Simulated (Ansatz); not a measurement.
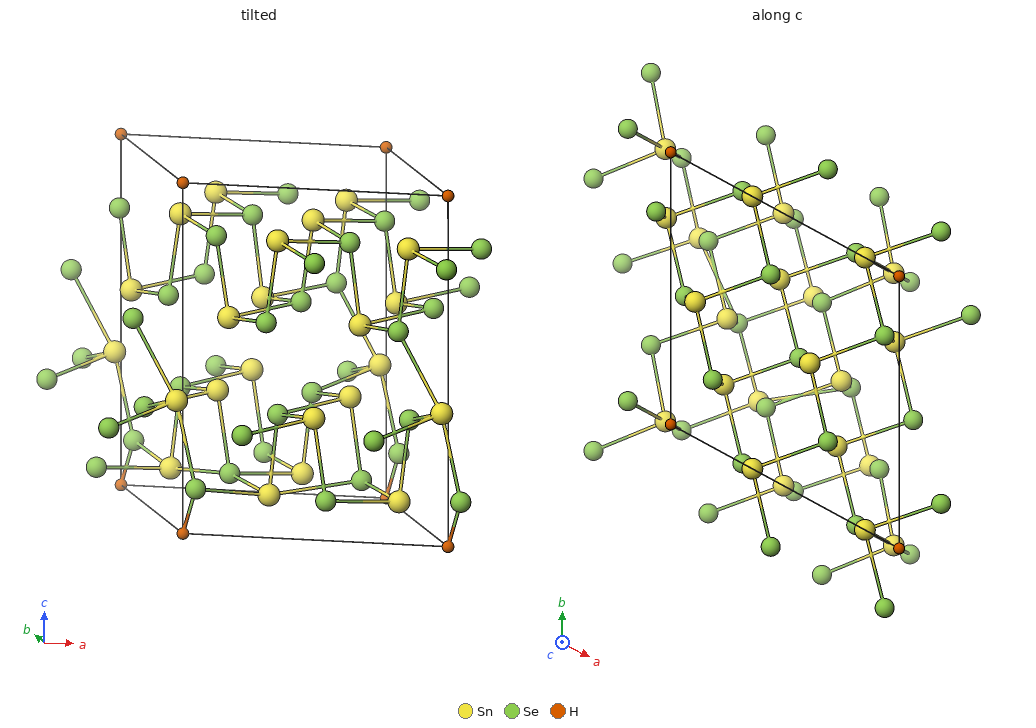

View slightly off an axis and along the c axis, drawn as a ball-and-stick model. The simulation cell is outlined; an atom on or near a face, edge or corner is repeated at each equivalent position. A few atoms beyond the faces are included.

State composition, symmetry and coordination.

It has the composition Sn16HSe16. With Z = 1, the cell contains 16 Sn, 1 H, 16 Se.

Starting structure: a structure listed in the Materials Project, repeated into a supercell with a point defect put in. The atoms were relaxed in a fixed cell with Ansatz 0.2.0, DFT PBE, scalar-relativistic, plane waves, PAW.
